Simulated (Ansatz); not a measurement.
**Ge under a change: Ge → Si**

Start from Ge in the diamond structure (space group Fd-3m, No. 227; a = 5.6744 Å).

One thing is altered: Si takes the place of Ge on all its sites, then cell and atoms are relaxed.

The values are results of r2SCAN, PAW, 500 eV (Ansatz, a program for electronic structure; spin-orbit coupling left out), not measurements. k-mesh 10×10×10 (Γ-centred); smearing 0.05 eV (Fermi–Dirac).

The volume per atom decreases by 2.67 Å³ to 20.17 Å³ and the density decreases by 2.97 g/cm³ to 2.31 g/cm³. The lattice parameter a shrinks by 0.230 Å, from 5.674 Å to 5.444 Å and the space group is still Fd-3m (No. 227). The shortest interatomic distance decreases by 0.100 Å (2.457 Å → 2.357 Å) and the band gap increases by 0.42 eV, from 0.36 eV to 0.78 eV. The gap character changes from direct at Γ to indirect, Γ → Γ–X (87 % along) and the smallest direct gap grows by 2.38 eV, from 0.36 eV to 2.74 eV. The electron mass comes out as 0.91 mₑ along k, 0.19 mₑ across (off the special points) and the hole mass (degenerate bands, along [100]) amounts to 0.17, 0.25, 0.25 mₑ (at Γ).

Final structure:

```yaml
crystal:
  lattice:
    - [0.00000, 2.72214, 2.72214]
    - [2.72214, 0.00000, 2.72214]
    - [2.72214, 2.72214, 0.00000]
  atoms:
    - { symbol: Si, position: [0.50000, 0.50000, 0.50000] }
    - { symbol: Si, position: [0.75000, 0.75000, 0.75000] }
```

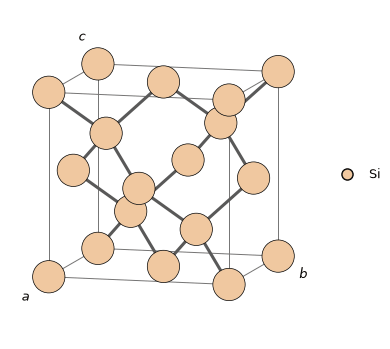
Figure: The relaxed conventional cell after the change

Masses are band curvatures over ±0.01 Å⁻¹ around the edge. Along k means along the line from Γ to the band edge. No phonon test of stability was made. The real Ge has an indirect gap at ambient pressure; r2SCAN orders its close-lying valleys differently.
